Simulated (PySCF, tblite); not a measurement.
# C6H15BSi: geometry, infrared bands and NMR shifts

Wanted: the infrared bands and NMR shifts of C6H15BSi (`B/C(=C/C)C(C)(C)[SiH3]`), by calculation.

Programs: tblite 0.8.0 and PySCF 2.14.0, with density-fitted response routines of our own. Each step states its level of theory. These are calculated values for one molecule in the gas phase, unless marked as measured. Atoms count from 0, in the outputs and in this text.

### 1 Starting geometry

23 atoms, charge 0, multiplicity 1; geometry from: force field or distance geometry start.

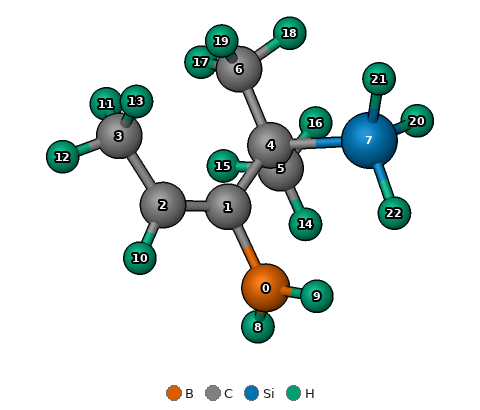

The starting geometry (boron orange, carbon grey, silicon blue, hydrogen teal), atoms numbered.

### 2 Relaxing the molecule with GFN2-xTB

What the job is given:

```
{"job": {"kind": "relax", "xc": "GFN2-xTB", "basis": "xTB"}, "charge": 0, "multiplicity": 1}
B      0.600500     2.126900     0.728000
C      0.697900     0.675600     0.070000
C      1.892100     0.362500    -0.388000
C      2.183600    -0.925800    -1.036700
C     -0.506200    -0.127100     0.103600
C     -1.547300     0.730000    -0.678800
C     -0.587300    -1.431500    -0.581600
Si    -1.268500    -0.257400     1.808100
H      0.247800     3.054700     0.125400
H      0.554800     2.117300     1.915500
H      2.692400     1.111900    -0.311700
H      1.555200    -1.212900    -1.875600
H      3.193000    -0.758500    -1.509300
H      2.426400    -1.753200    -0.316400
H     -1.632300     1.746400    -0.268100
H     -1.172800     0.734800    -1.714200
H     -2.478200     0.143000    -0.603100
H     -0.774500    -1.340400    -1.668400
H     -1.587300    -1.868500    -0.207000
H      0.120400    -2.214400    -0.278000
H     -2.738100    -0.165700     1.635100
H     -1.019200    -1.579700     2.408000
H     -0.857100     0.858800     2.653200
```

Run with:

```bash
$ OMP_NUM_THREADS=1 python probes_run.py task.json out
```

The driver reads the jobs from task.json and runs them one after another.

**Question.** This job is followed by: GFN2-xTB harmonic vibrations, gas phase; GIAO PBE0/pcSseg-1 NMR shielding, non-relativistic, gas phase. Predict these results of the whole session: strongest single infrared mode (GFN2-xTB); zero-point energy (GFN2-xTB); ¹³C shifts against TMS (PBE0/pcSseg-1, means over atoms taken as alike); ¹H shifts against TMS (PBE0/pcSseg-1, means over atoms taken as alike); ¹¹B shifts against BF3·OEt2 (PBE0/pcSseg-1); ²⁹Si shifts against TMS (PBE0/pcSseg-1); surface potential, least and greatest.

**Answer**, as computed:

| quantity | value |
| --- | --- |
| strongest single infrared mode (GFN2-xTB) | 2240 cm⁻¹, 405 km/mol |
| zero-point energy (GFN2-xTB) | 117.4 kcal/mol |
| ¹³C shifts against TMS (PBE0/pcSseg-1, means over atoms taken as alike) | 174.1, 154.4, 29.8, 28.4, 21.5 ppm |
| ¹H shifts against TMS (PBE0/pcSseg-1, means over atoms taken as alike) | 6.95, 6.73, 3.94, 2.16, 1.38 ppm |
| ¹¹B shifts against BF3·OEt2 (PBE0/pcSseg-1) | 71.4 ppm |
| ²⁹Si shifts against TMS (PBE0/pcSseg-1) | -63.6 ppm |
| surface potential, least and greatest | -0.49 V and 0.81 V |

In words: Over 197 steps the energy fell by 1.316 eV; of the close pairs, C1–C4 changed most, 1.448 to 1.516 Å. All 63 modes are real, so the xTB geometry is a minimum. The strongest single mode, at 2240 cm⁻¹, moves mainly H20. Unscaled tight-binding wavenumbers are off by several per cent, some by more. Its intensities can rank the bands wrongly. By nearest atom (PBE0/pcSseg-1), the HOMO sits on C1, C2 about 23 % each; C4 13 % and the LUMO on B0 38 %; C2 21 %.
